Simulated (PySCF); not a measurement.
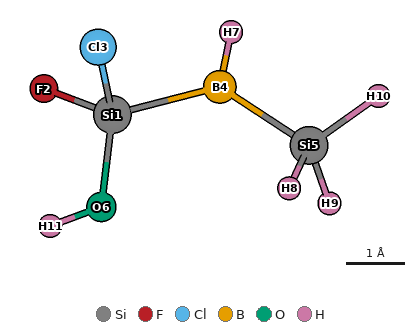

Figure 1. The structure (ball-and-stick view, seen at a tilt; atoms are numbered from 1 in the order of the input). Bond lengths as drawn: B–H 1.21 Å, B–Si 1.98 to 2.01 Å, Cl–Si 2.07 Å, F–Si 1.62 Å, H–O 0.96 Å, H–Si 1.49 to 1.50 Å and O–Si 1.64 Å.

**Run report: BSi$_{2}$H$_{5}$ClOF, NMR shielding calculation**

System: BSi$_{2}$H$_{5}$ClOF.
Method: GIAO PBE0/pcSseg-2 NMR shielding, non-relativistic, gas phase (PySCF 2.14.0).

The geometry comes from this level: PBE0-D3(BJ)/def2-SVP. Figures and captions count atoms from 1; the log counts them from 0 in places.

## Log
```
coarse grid: 11232 points
cycle   1  E = -1241.6376273431  dE =  3.482e-01  |g| = 8.702e-01  |ddm| = 2.511e+00
cycle   2  E = -1241.4614315554  dE =  1.762e-01  |g| = 1.344e+00  |ddm| = 1.086e+00
cycle   3  E = -1241.7632058067  dE = -3.018e-01  |g| = 8.747e-02  |ddm| = 7.034e-01
cycle   4  E = -1241.7646159483  dE = -1.410e-03  |g| = 4.478e-02  |ddm| = 1.036e-01
cycle   5  E = -1241.7649709575  dE = -3.550e-04  |g| = 1.126e-02  |ddm| = 3.429e-02
cycle   6  E = -1241.7649898728  dE = -1.892e-05  |g| = 4.630e-03  |ddm| = 8.582e-03
cycle   7  E = -1241.7649932525  dE = -3.380e-06  |g| = 7.816e-04  |ddm| = 2.694e-03
final grid: 96480 points
cycle   8  E = -1241.7739393186  dE = -6.634e-05  |g| = 5.870e-03  |ddm| = 2.631e-02
cycle   9  E = -1241.7739358678  dE =  3.451e-06  |g| = 6.724e-03  |ddm| = 6.895e-03
cycle  10  E = -1241.7739437174  dE = -7.850e-06  |g| = 1.436e-03  |ddm| = 4.297e-03
cycle  11  E = -1241.7739440471  dE = -3.297e-07  |g| = 2.508e-04  |ddm| = 7.637e-04
cycle  12  E = -1241.7739440625  dE = -1.536e-08  |g| = 6.655e-05  |ddm| = 2.763e-04
cycle  13  E = -1241.7739440632  dE = -7.226e-10  |g| = 2.850e-05  |ddm| = 5.756e-05
```

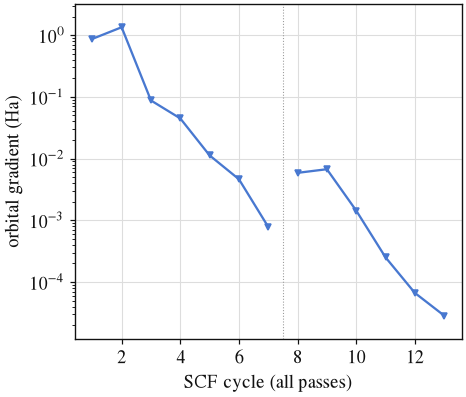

Figure 2. Convergence of the self-consistent field: orbital gradient against the SCF cycle. The dotted line marks the change from a coarse to the final integration grid. The first 7 cycles use a coarse grid, the final grid takes over at cycle 8, and the field converges after 13 cycles in all.

```
converged SCF energy = -1241.7739440632

GIAO shielding tensors (ppm)
atom      isotropic    diamagn.    paramagn.     s11        s22        s33       span
  0 Si     363.093     874.443    -511.350    297.208    367.108    424.963    127.754
  1 F      298.191     465.979    -167.788    239.558    287.907    367.108    127.550
  2 Cl     864.014    1148.493    -284.479    751.540    851.005    989.496    237.956
  3 B      -31.438     197.127    -228.565   -173.484    -68.398    147.567    321.051
  4 Si     438.144     879.466    -441.322    419.074    437.681    457.676     38.601
  5 O      254.323     387.074    -132.751    207.742    267.033    288.193     80.452
  6 H       19.502      29.342      -9.839      5.257     26.073     27.177     21.920
  7 H       27.159      28.993      -1.834     24.007     27.238     30.231      6.224
  8 H       27.379      28.329      -0.949     24.269     26.316     31.553      7.284
  9 H       27.245      28.194      -0.949     24.333     25.349     32.053      7.720
 10 H       28.474      29.596      -1.122     21.397     23.635     40.390     18.994
```

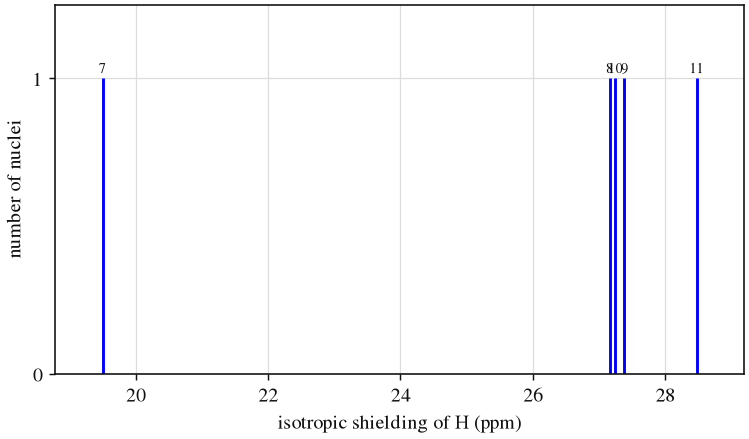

Figure 3. Isotropic shieldings of the hydrogen nuclei in this fixed geometry, labelled by atom number; shielding grows to the right, so chemical shift grows to the left. The least shielded is H7 (19.5 ppm), the most shielded H11 (28.5 ppm).

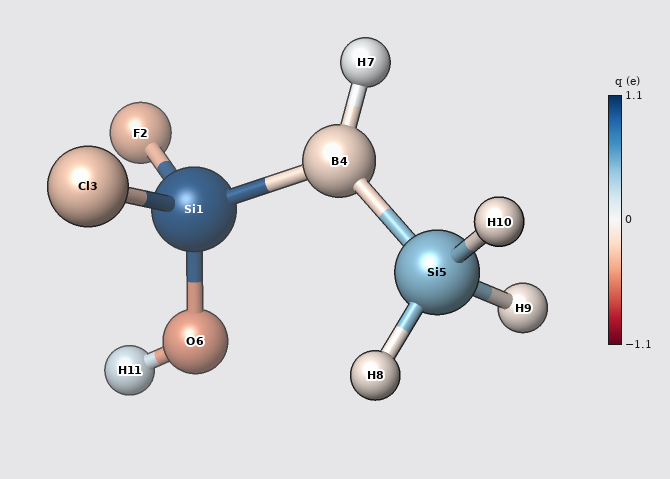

Figure 4. Mulliken charges, as the colour of each atom (ball-and-stick view, seen at a tilt; atoms are numbered from 1 in the order of the input; Mulliken charges depend strongly on the basis). By element: Si +0.46 to +1.01, F −0.40, Cl −0.28, B −0.21, O −0.51 and H −0.12 to +0.23 e.

This output came from the following input.

## Input file
```
{"job": {"kind": "nmr", "xc": "PBE0", "basis": "pcSseg-2"}, "charge": 0, "multiplicity": 1}
Si     1.427682    -0.603681     0.153525
F      2.187631    -1.819229     0.909465
Cl     2.567533     1.085326     0.539523
B     -0.316385    -0.007628     0.869175
Si    -1.605179     0.997789    -0.298625
O      1.378935    -0.959859    -1.449653
H     -0.569247    -0.200185     2.033618
H     -0.966670     1.629750    -1.491513
H     -2.555174    -0.061848    -0.782524
H     -2.395996     2.027795     0.442599
H      2.172537    -1.312156    -1.866368
```

The first line tells a small driver script what to run in PySCF; the rest is the geometry in Å.

Run as:
```bash
OMP_NUM_THREADS=1 python <driver script> task.json out
```

## Results in brief

- outcome: converged
- total energy: −1241.773944 hartree
- HOMO: −8.45 eV
- LUMO: −3.20 eV
- dipole moment: 1.00 D
- isotropic shielding, Si: 363.1 to 438.1 ppm
- isotropic shielding, F: 298.2 ppm
- isotropic shielding, Cl: 864.0 ppm
- isotropic shielding, B: −31.4 ppm
- isotropic shielding, O: 254.3 ppm
- hardware: 1 CPU thread, shared host
- wall time: 49 s
- peak memory: 1.3 GiB
